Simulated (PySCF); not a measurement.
C5H4O, SMILES `O=C1C=CC=C1`.

PySCF calculation, PBE0/6-311+G**, gas phase; geometry: GFN2-xTB. No frequency check shows the geometry to be a minimum.

The calculation's input:

```python
import numpy as np
from pyscf import gto, scf, dft, tdscf
from pyscf.scf import atom_ks, atom_hf
from scipy.linalg import block_diag

def solve(mol, dm0=None, hcore=None):
    mf = (dft.UKS if mol.spin else dft.RKS)(mol, xc='pbe0')
    mf.grids.level = 3
    mf = mf.density_fit(auxbasis='def2-universal-jkfit')
    mf.conv_tol, mf.max_cycle = 1e-8, 80
    if hcore is not None:
        mf.get_hcore = lambda *args: hcore
    mf.kernel(dm0)
    if not mf.converged:
        mf = mf.newton().run(mf.mo_coeff, mf.mo_occ, max_cycle=30)
    assert mf.converged, 'SCF not converged'
    return mf

mol = gto.M(atom='''
O     -2.02864    -0.00008     0.00000
C     -0.82498     0.00015     0.00000
C      0.08943    -1.18657     0.00000
C      1.34507    -0.73964     0.00000
C      1.34505     0.73964     0.00000
C      0.08939     1.18653     0.00000
H     -0.26617    -2.19862     0.00000
H      2.24891    -1.32233     0.00000
H      2.24888     1.32235     0.00000
H     -0.26623     2.19858     0.00000
''', basis='6-311+g**', charge=0, spin=0, verbose=4)
mf = solve(mol)
td = mf.TDDFT()
td.nstates, td.singlet, td.conv_tol = 5, True, 1e-5
td.kernel()
td.analyze()
x, y = np.array([p[0] for p in td.xy]), np.array([p[1] + 0 * p[0] for p in td.xy])
f, mu = td.oscillator_strength(), td.transition_dipole()
nto = [td.get_nto(state=i + 1, verbose=4) for i in range(len(td.e))]
# spherically averaged free atoms, for the promolecule
atm = atom_ks.get_atm_nrks(mol, xc='pbe0')
pro = block_diag(*[(atm[a[0]][2] * atm[a[0]][3]) @ atm[a[0]][2].T for a in mol._atom])
np.savez('result.npz', e=td.e, f=f, ok=td.converged, w=[n[0] for n in nto], nto=[n[1] for n in nto], x=x, y=y, c=mf.mo_coeff, occ=mf.mo_occ, eps=mf.mo_energy, pro=pro, mu=mu)
```

Command:

```sh
OMP_NUM_THREADS=1 python input.py
```

The run took 8.5 min on 1 thread of Intel(R) Xeon(R) Platinum 8375C CPU @ 2.90GHz (Ice Lake), on a shared host, peak memory 0.89 GiB.

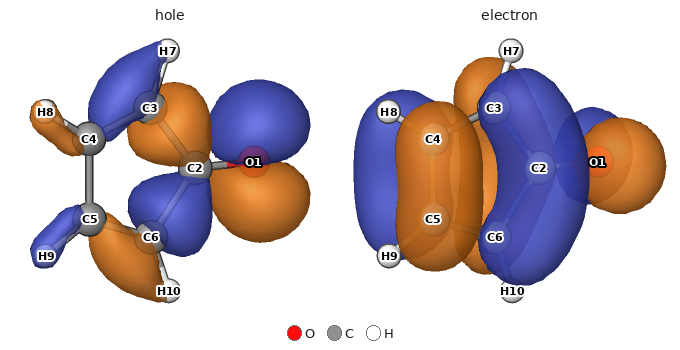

Leading natural transition orbital pair of S₁ (full linear response singlet states); the surfaces enclose about 85 % of each orbital's density.

Question: Give its energy, strength and character.

Answer: 2.75 eV (451 nm), f = 0.000 (dark), n → π*; the leading pair carries 100 %; hole on O1 (59 %), C2 (12 %) and C3 and C6 (10 % each), electron on O1 (24 %), C2 (22 %) and C4 and C5 (14 % each); their centroids lie 1.1 Å apart. In canonical orbitals it is mainly HOMO−1 → LUMO (99 %). The HOMO–LUMO gap is 4.19 eV.
